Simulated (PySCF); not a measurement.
Molecule: SMILES CO[Si](C)(OC)[Al]([OH])[OH] (C3H11AlO4Si). Atoms near the plane z = 0.0 Å, at the GFN2-xTB optimised geometry (x, y, z in Å): Si1 (-0.3, -0.9, 0.0), O5 (-0.9, 0.6, 0.0), C6 (-2.3, 1.1, 0.0), Al7 (2.1, -0.9, 0.0), O8 (2.7, -2.0, -1.0), O9 (2.8, 0.1, 1.1), H10 (-2.3, -2.1, -1.0), H16 (-2.8, 0.7, -0.9), H17 (-2.8, 0.7, 0.9), H18 (-2.3, 2.1, 0.0).

Calculation: CAM-B3LYP/def2-SVP (PySCF). Cells within 0.4 Å of a nucleus heavier than hydrogen are left out (blank, or x). The values are rescaled to run from 0 to 1.

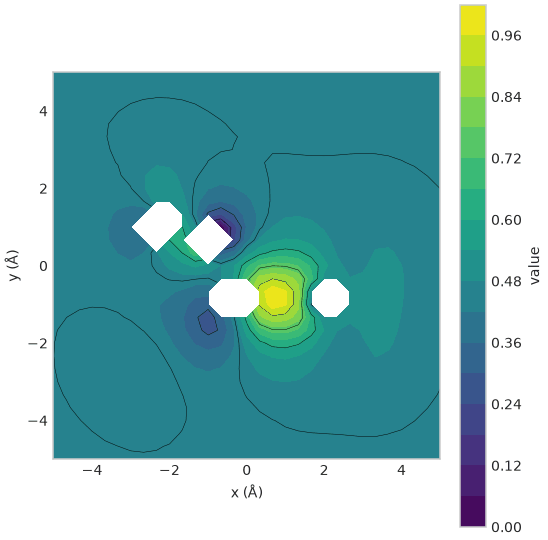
Figure. a field on the plane z = 0.0 Å.

Problem. Which quantity is mapped?
A) an orbital amplitude
B) Laplacian of the electron density
C) electron localisation function
D) electrostatic potential

Solution. A, an orbital amplitude. In full: HOMO amplitude (bohr^(-3/2)).
